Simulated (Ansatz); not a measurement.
# Run report: C2H8Si, geometry relaxation

- system: C2H8Si
- method: RKS PBE0-D4/def2-TZVP (Ansatz 0.2.0)

Figures and captions count atoms from 1; the log counts them from 0 in places.

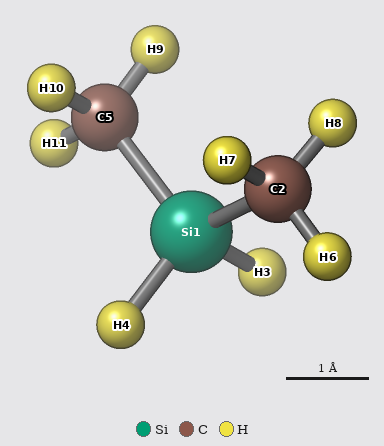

Fig. 1: The input geometry (ball-and-stick view, seen at a tilt; atoms are numbered from 1 in the order of the input). Bond lengths as drawn: C–H 1.09 Å, C–Si 1.87 Å and H–Si 1.49 Å.

Input
```yaml
crystal:
  periodic: [false, false, false]
  atoms:
    - {symbol: Si, position_ang: [-0.358590, -0.637653, -1.094768]}
    - {symbol: C, position_ang: [1.231849, -1.419998, -0.495876]}
    - {symbol: H, position_ang: [-0.903146, -1.425181, -2.238673]}
    - {symbol: H, position_ang: [-1.380931, -0.691262, -0.007746]}
    - {symbol: C, position_ang: [-0.098249, 1.138312, -1.621377]}
    - {symbol: H, position_ang: [1.067820, -2.451905, -0.177189]}
    - {symbol: H, position_ang: [1.639277, -0.862560, 0.351162]}
    - {symbol: H, position_ang: [1.983246, -1.427557, -1.289550]}
    - {symbol: H, position_ang: [0.621732, 1.198597, -2.441479]}
    - {symbol: H, position_ang: [0.285037, 1.732773, -0.788371]}
    - {symbol: H, position_ang: [-1.033491, 1.589974, -1.959955]}
basis:
  gaussian: {orbitals: def2-TZVP}
hamiltonian: {xc: pbe0, dispersion: d4}
relax: {f_tol: 0.005, max_steps: 200}
```

Launched with:
```bash
ansatz run in.yaml --threads 8 --pin off --events-out ev --progress --plain --max-ram 19148MiB
```

The program's output
```
Functional definition: PBE0
  name "PBE0"
  cite "Adamo & Barone, J. Chem. Phys. 110, 6158 (1999) doi:10.1063/1.478522"
  cite "Perdew, Burke & Ernzerhof, Phys. Rev. Lett. 77, 3865 (1996) doi:10.1103/PhysRevLett.77.3865"
  parent pbe
  parameter a = 0.25
  parameter kappa = 0.804
  parameter beta = 0.06672455060314922
  exchange = (1 - a)*pbe_x(kappa = kappa, mu = beta*pi^2/3) + a*exact_x
  correlation = pbe_c(beta = beta)
980 factors; their error is unknown
mean field evaluation 1: about -10068.4734 eV, gradient 6.4e1 eV
mean field evaluation 2: about -10065.5830 eV, gradient 6.7e1 eV
mean field evaluation 4: about -10077.5527 eV, gradient 1.3e0 eV
mean field evaluation 8: about -10077.5799 eV, gradient 2.9e-1 eV
mean field evaluation 16: about -10077.5800 eV, gradient 6.8e-6 eV
mean field -10077.58003814 eV, -370.3442355726 hartree, gradient 6.8e-6 eV, S^2 0.000000; 0 other end points of the search recorded, 0 dependent functions left out
the calculation of the forces begins
reference -10077.58006956 eV, -370.3442367271 hartree; 17, 17 occupied and 130, 130 virtual orbitals, 980 factors
relax step   1: F+E_penalty+E_count = -10077.72544655 eV  Δ(F+E_penalty+E_count) = +0.000e0 eV  max|allowed force component| = 9.329e-2 eV/Å  Δτ_max = 0.0000 Å  (25 SCF iters, accepted)
these checks for a lower state are left out or cut short: starts, cluster_reference, orbital_swaps, neighbouring_geometries, increment
980 factors; their error is unknown
mean field -10077.58034951 eV, -370.3442470150 hartree, gradient 5.1e-6 eV, S^2 0.000000; 0 other end points of the search recorded, 0 dependent functions left out
the calculation of the forces begins
reference -10077.58038093 eV, -370.3442481700 hartree; 17, 17 occupied and 130, 130 virtual orbitals, 980 factors
relax step   2: F+E_penalty+E_count = -10077.72580287 eV  Δ(F+E_penalty+E_count) = -3.563e-4 eV  max|allowed force component| = 1.138e-2 eV/Å  Δτ_max = 0.0060 Å  (29 SCF iters, accepted)
these checks for a lower state are left out or cut short: starts, cluster_reference, orbital_swaps, neighbouring_geometries, increment
980 factors; their error is unknown
mean field -10077.58043563 eV, -370.3442501801 hartree, gradient 2.0e-5 eV, S^2 0.000000; 0 other end points of the search recorded, 0 dependent functions left out
the calculation of the forces begins
reference -10077.58046706 eV, -370.3442513350 hartree; 17, 17 occupied and 130, 130 virtual orbitals, 980 factors
relax step   3: F+E_penalty+E_count = -10077.72584606 eV  Δ(F+E_penalty+E_count) = -4.319e-5 eV  max|allowed force component| = 1.747e-3 eV/Å  Δτ_max = 0.0038 Å  (21 SCF iters, accepted)
980 factors; their error is unknown
mean field evaluation 32: about -10068.4630 eV, gradient 6.4e1 eV
```

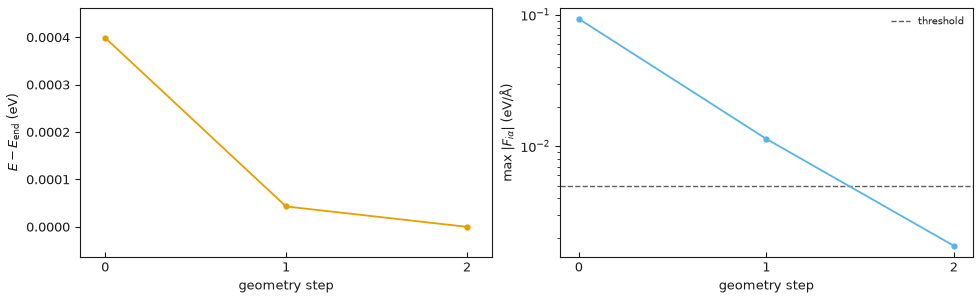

Fig. 2: Progress of the relaxation, step by step (the first geometry is step 0 here and step 1 in the log). Over 2 geometry steps the energy falls by next to nothing (0.0 eV). Largest force component: 0.093 eV/Å at the start, 0.0017 eV/Å at the end. The largest moves after the best rigid fit, 0.007 Å, are those of H4 and H7. By element the largest moves are H 0.007 Å, Si 0.005 Å, C 0.002 Å. (Atoms are counted from 1 in the order of the input.)

```
mean field -10077.58043563 eV, -370.3442501801 hartree, gradient 2.3e-5 eV, S^2 0.000000; 1 other end points of the search recorded, 0 dependent functions left out
the calculation of the forces begins
reference -10077.58046706 eV, -370.3442513350 hartree; 17, 17 occupied and 130, 130 virtual orbitals, 980 factors
Total energy: -10077.72587749 eV, -370.3495950697 hartree
Atom 0 at    -0.362508    -0.639302    -1.093047 Å, force     0.000206    -0.000201     0.000748 eV/Å
Atom 1 at     1.231020    -1.419374    -0.496570 Å, force     0.000600     0.000941    -0.001703 eV/Å
Atom 2 at    -0.902568    -1.424946    -2.239838 Å, force    -0.001223    -0.000064     0.001070 eV/Å
Atom 3 at    -1.378822    -0.687806    -0.002675 Å, force     0.000366    -0.000381    -0.000997 eV/Å
Atom 4 at    -0.098175     1.136782    -1.621372 Å, force     0.001240    -0.000329    -0.000481 eV/Å
Atom 5 at     1.068812    -2.452837    -0.182297 Å, force     0.000041    -0.001747     0.000329 eV/Å
Atom 6 at     1.639181    -0.868310     0.354432 Å, force     0.000183    -0.001057     0.001423 eV/Å
Atom 7 at     1.983730    -1.422349    -1.288983 Å, force     0.000028     0.000571     0.000227 eV/Å
Atom 8 at     0.623916     1.196621    -2.439578 Å, force     0.000608    -0.000148     0.000002 eV/Å
Atom 9 at     0.282319     1.736870    -0.790957 Å, force    -0.000637     0.001676     0.000119 eV/Å
Atom 10 at    -1.032352     1.588191    -1.962937 Å, force    -0.001411     0.000739    -0.000737 eV/Å
Dipole moment:     0.148829     0.079763     0.005345 e Å
```

Trajectory as extended XYZ (Å, eV, eV/Å), 3 frames, from step=1 to step=3
```
11
Properties=species:S:1:pos:R:3:forces:R:3 step=1 energy=-10077.72545
Si   -0.3586   -0.6377   -1.0948   -0.0933  -0.0527   0.0114
C     1.2318   -1.4200   -0.4959    0.0049   0.0147  -0.0164
H    -0.9031   -1.4252   -2.2387    0.0161   0.0067  -0.0079
H    -1.3809   -0.6913   -0.0077    0.0313   0.0138  -0.0090
C    -0.0982    1.1383   -1.6214    0.0144  -0.0104  -0.0052
H     1.0678   -2.4519   -0.1772   -0.0009   0.0092   0.0051
H     1.6393   -0.8626    0.3512    0.0144  -0.0147   0.0085
H     1.9832   -1.4276   -1.2895    0.0066   0.0012   0.0074
H     0.6217    1.1986   -2.4415    0.0032   0.0095   0.0063
H     0.2850    1.7328   -0.7884   -0.0012   0.0229  -0.0097
H    -1.0335    1.5900   -1.9600    0.0046  -0.0003   0.0096
11
Properties=species:S:1:pos:R:3:forces:R:3 step=2 energy=-10077.72580
Si   -0.3629   -0.6399   -1.0940   -0.0060  -0.0019   0.0078
C     1.2307   -1.4183   -0.4968    0.0007  -0.0037  -0.0042
H    -0.9020   -1.4255   -2.2416   -0.0013   0.0023   0.0064
H    -1.3794   -0.6881   -0.0029    0.0062  -0.0021  -0.0114
C    -0.0976    1.1360   -1.6207   -0.0018   0.0008  -0.0054
H     1.0680   -2.4510   -0.1805    0.0044  -0.0038   0.0036
H     1.6390   -0.8650    0.3526    0.0006  -0.0035   0.0028
H     1.9830   -1.4231   -1.2896   -0.0003   0.0006   0.0012
H     0.6237    1.1962   -2.4396    0.0004   0.0006   0.0011
H     0.2841    1.7344   -0.7896   -0.0019   0.0044  -0.0011
H    -1.0320    1.5879   -1.9610   -0.0011   0.0064  -0.0009
11
Properties=species:S:1:pos:R:3:forces:R:3 step=3 energy=-10077.72585
Si   -0.3625   -0.6393   -1.0930    0.0002  -0.0002   0.0007
C     1.2310   -1.4194   -0.4966    0.0006   0.0009  -0.0017
H    -0.9026   -1.4249   -2.2398   -0.0012  -0.0001   0.0011
H    -1.3788   -0.6878   -0.0027    0.0004  -0.0004  -0.0010
C    -0.0982    1.1368   -1.6214    0.0012  -0.0003  -0.0005
H     1.0688   -2.4528   -0.1823    0.0000  -0.0017   0.0003
H     1.6392   -0.8683    0.3544    0.0002  -0.0011   0.0014
H     1.9837   -1.4223   -1.2890    0.0000   0.0006   0.0002
H     0.6239    1.1966   -2.4396    0.0006  -0.0001   0.0000
H     0.2823    1.7369   -0.7910   -0.0006   0.0017   0.0001
H    -1.0324    1.5882   -1.9629   -0.0014   0.0007  -0.0007
```

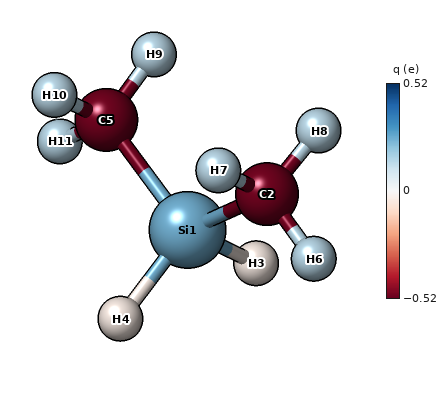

Fig. 3: Mulliken charges, as the colour of each atom (ball-and-stick view, seen at a tilt; atoms are numbered from 1 in the order of the input). By element: Si +0.25, C −0.50 and H −0.04 to +0.14 e.

Key numbers

| quantity | value |
| --- | --- |
| outcome | converged |
| total energy | −10077.7259 eV |
| mean-field energy | −10077.5805 eV |
| dispersion energy | −0.1454 eV |
| SCF solution under orbital rotations | stable |
| largest force (length of the vector) at the end | 0.002 eV/Å |
| dipole moment | 0.81 D |
| hardware | 8 threads of Arm Neoverse V2, 108 GiB of memory available, shared host |
| wall time | 3.1 s (CPU time 21 s) |
| peak memory | 0.69 GiB |
